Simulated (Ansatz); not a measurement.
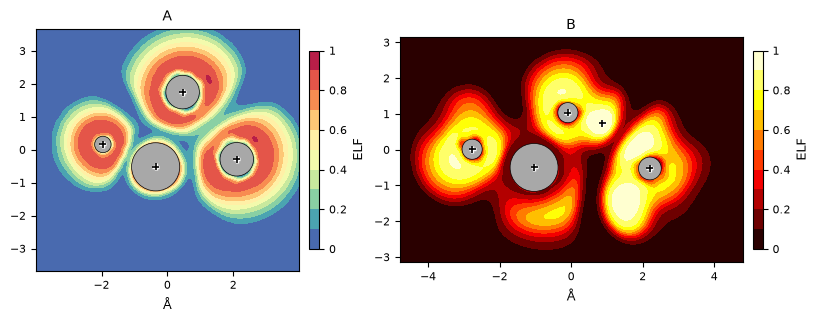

The ELF of 2 systems, each on a plane through atoms (crosses mark nuclei in the plane; grey discs cover the cores).

Method: UKS PBE/def2-SVP in Ansatz.

System 1: GeH3O2···NH3 (doublet), the plane of atoms Ge1, O6 and H7. Not at a stationary point (largest force 0.5 eV/Å).

```xyz
10

Ge    0.8262    0.0372   -0.0150
H     0.3440    0.0681    2.6991
O     1.4249   -0.2167   -1.7036
H     1.4278   -1.1719   -1.9067
H     0.2276    1.5158   -0.0792
O    -0.4494   -1.2090    0.2275
H    -0.7233   -1.1064    1.1859
N    -0.5865   -0.3759    2.8694
H    -0.4692   -0.9704    3.7007
H    -1.2196    0.3874    3.1437
```

System 2: Cl4FTi (doublet), the plane of atoms Cl2, Ti1 and F3. 

```xyz
6

Ti   -0.0808    0.0000    0.6149
Cl    1.6733    0.0000    2.2691
F     1.1806    0.0000   -0.5838
Cl   -1.2140    1.7778    0.0640
Cl   -1.2140   -1.7778    0.0640
Cl   -0.8521    0.0000    2.9641
```

Which map belongs to which system?

Panel A is system 2, Cl4FTi: the plane holds Ti, Cl and F. Ti–F (1.74 Å): the ELF peaks at about 0.85 in the valence shell of F, 0.5 Å from its nucleus, and drops to about 0.25 between the two atoms. Panel B is system 1, GeH3O2···NH3: the plane holds Ge, O, H and N. N8···H7 (1.84 Å): the ELF dips to about 0.20 between them (by its geometry a hydrogen bond between the two molecules, with no shared pair).
